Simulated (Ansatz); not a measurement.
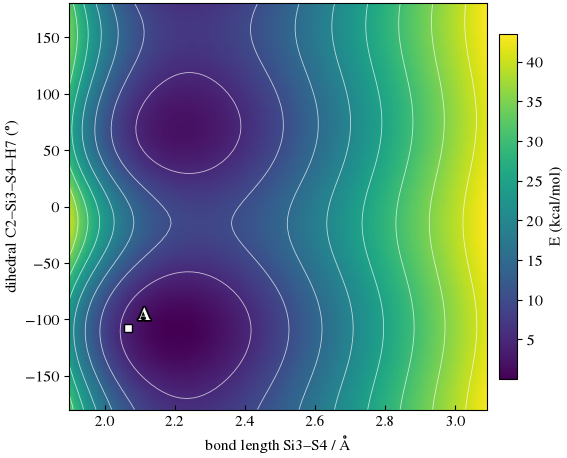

CH₃NSSi, SMILES N=C=[SiH]S. First axis: bond length Si3–S4. Second axis: dihedral C2–Si3–S4–H7. Nothing is relaxed (all other coordinates rigid). The grid has 15 × 15 points. Points are written as (first, second). All energies are given in kcal/mol relative to the relaxed molecule at the same level. Theory: RHF/def2-TZVP in Ansatz 0.2.0.

Drawn: a smooth colour map with a few white contour lines, the point A. Between grid points the surface is interpolated.

Q: Is A at rest? If not, where is it pushed?

A: A, at (2.068 Å, −108°), is not a stationary point. The computed force is 56 kcal/mol for each Å towards larger values of bond length Si3–S4 and 0.014 kcal/mol for each degree towards smaller values of dihedral C2–Si3–S4–H7.
